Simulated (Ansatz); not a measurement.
# SnF4 (SMILES [F][Sn]([F])([F])[F]) at SVWN5/def2-SVP (core potential)

What is the vertical singlet–triplet gap of SnF4 at SVWN5/def2-SVP (core potential)? 

The calculation is run with Ansatz 0.2.0.

48 further runs of the same task are left out: 21 that didn't finish, 27 set aside as unsound or not needed. Runs told in other sessions of the task aren't counted.

**1. The molecule**

SnF4 has 5 atoms, charge 0, and is taken as a singlet. SMILES: `[F][Sn]([F])([F])[F]`. The coordinates come from a PBE0-D4/def2-TZVP relaxation.

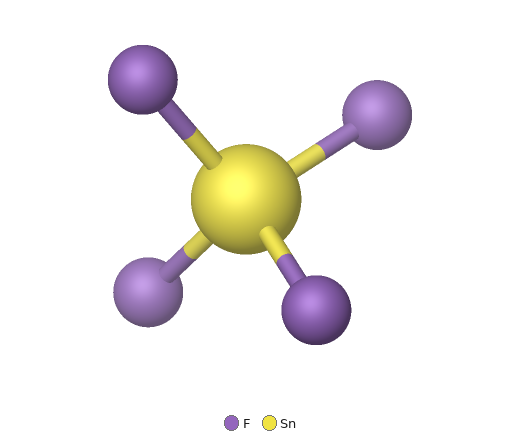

Viewed from a chosen angle; fluorine purple, tin yellow.

**2. A single-point energy at SVWN5/def2-SVP (core potential)**

Input file run.yaml:

```yaml
crystal:
  periodic: [false, false, false]
  atoms:
    - {symbol: F, position_ang: [0.130300, -0.871400, 1.656700]}
    - {symbol: Sn, position_ang: [0.009900, -0.014700, -0.008300]}
    - {symbol: F, position_ang: [-1.285400, 1.340000, 0.078100]}
    - {symbol: F, position_ang: [-0.477600, -1.263800, -1.320800]}
    - {symbol: F, position_ang: [1.672500, 0.736200, -0.447200]}
basis:
  gaussian:
    orbitals: def2-SVP
output: {orbitals: {seedname: orbitals}}
hamiltonian:
  xc: {name: SVWN5}
accuracy: high
```

Command:

```
$ ansatz run run.yaml --threads 1 --pin off --max-ram 3480MiB --events-out events.jsonl --progress --plain --runs-dir runs
```

Standard output:

```text
Warning: RAYON_NUM_THREADS=1 ignored (pool sized by the plan → 1); use --threads N
Functional definition: SVWN5
  name "SVWN5"
  exchange = slater_x
  correlation = vwn5_c
1743 factors; integrals over basis functions are off by at most 3.2e-9 eV
mean field evaluation 1: about -16608.1438 eV, gradient 6.3e1 eV
mean field evaluation 2: about -16579.0939 eV, gradient 1.5e2 eV
mean field evaluation 4: about -16614.7038 eV, gradient 1.2e0 eV
mean field evaluation 8: about -16614.7023 eV, gradient 9.1e-2 eV
mean field evaluation 16: about -16614.7023 eV, gradient 7.9e-7 eV
mean field -16614.70227555 eV, -610.5790467768 hartree, gradient 1.8e-8 eV, S^2 0.000000; 0 other end points of the search recorded, 0 dependent functions left out
reference -16614.70227947 eV, -610.5790469209 hartree; 29, 29 occupied and 53, 53 virtual orbitals, 1743 factors
Total energy: -16614.70227947 eV, -610.5790469209 hartree
```

Wall time 3.9 s (1 thread of Arm Neoverse V1, shared host); peak memory 0.19 GiB.

**3. The triplet, same level**

Input file input.yaml:

```yaml
crystal:
  periodic: [false, false, false]
  atoms:
    - symbol: F
      position_ang: [0.130300, -0.871400, 1.656700]
    - symbol: Sn
      position_ang: [0.009900, -0.014700, -0.008300]
    - symbol: F
      position_ang: [-1.285400, 1.340000, 0.078100]
    - symbol: F
      position_ang: [-0.477600, -1.263800, -1.320800]
    - symbol: F
      position_ang: [1.672500, 0.736200, -0.447200]
basis:
  gaussian:
    orbitals: def2-SVP
output: {orbitals: {seedname: orbitals}}
hamiltonian:
  xc: {name: SVWN5}
accuracy: high
magnetization:
  spin_polarized: true
  initial_magnetization: 2
```

Command:

```
$ ansatz run input.yaml --threads 1 --pin off --max-ram 3480MiB --events-out events.jsonl --progress --plain --runs-dir runs
```

Standard output:

```text
Warning: RAYON_NUM_THREADS=1 ignored (pool sized by the plan → 1); use --threads N
[... 4 set-up lines as earlier in the session ...]
1743 factors; integrals over basis functions are off by at most 3.2e-9 eV
mean field evaluation 1: about -16605.6684 eV, gradient 3.3e1 eV
mean field evaluation 2: about -16583.3616 eV, gradient 8.5e1 eV
mean field evaluation 4: about -16602.5916 eV, gradient 3.4e1 eV
mean field evaluation 8: about -16609.2976 eV, gradient 1.7e-1 eV
mean field evaluation 16: about -16609.2964 eV, gradient 8.5e-6 eV
mean field evaluation 32: about -16608.9958 eV, gradient 7.2e0 eV
mean field evaluation 64: about -16609.2896 eV, gradient 3.8e-1 eV
mean field evaluation 96: about -16609.2489 eV, gradient 2.1e0 eV
mean field -16609.29639930 eV, -610.3803844889 hartree, gradient 6.1e-8 eV, S^2 2.001361; 10 other end points of the search recorded, 0 dependent functions left out
reference -16609.29640307 eV, -610.3803846275 hartree; 30, 28 occupied and 52, 54 virtual orbitals, 1743 factors
Total energy: -16609.29640307 eV, -610.3803846275 hartree
```

Run time: 27 s. Hardware: 1 thread of Arm Neoverse V1, shared host; peak memory 0.24 GiB.

**4. What came out**

Level: SVWN5/def2-SVP (core potential).

```
                                        quantity          value
                           singlet: total energy  -610.57905 Eh
                            singlet: HOMO energy      -10.04 eV
                            singlet: LUMO energy       -4.72 eV
                          singlet: HOMO–LUMO gap        5.32 eV
                           triplet: total energy  -610.38038 Eh
     triplet: HOMO energy (highest over α and β)       -4.68 eV
                                   triplet: ⟨S²⟩          2.001
vertical energy of the triplet above the singlet       5.406 eV
```

What this shows: At this shape the triplet lies 5.41 eV (522 kJ/mol) above the singlet.
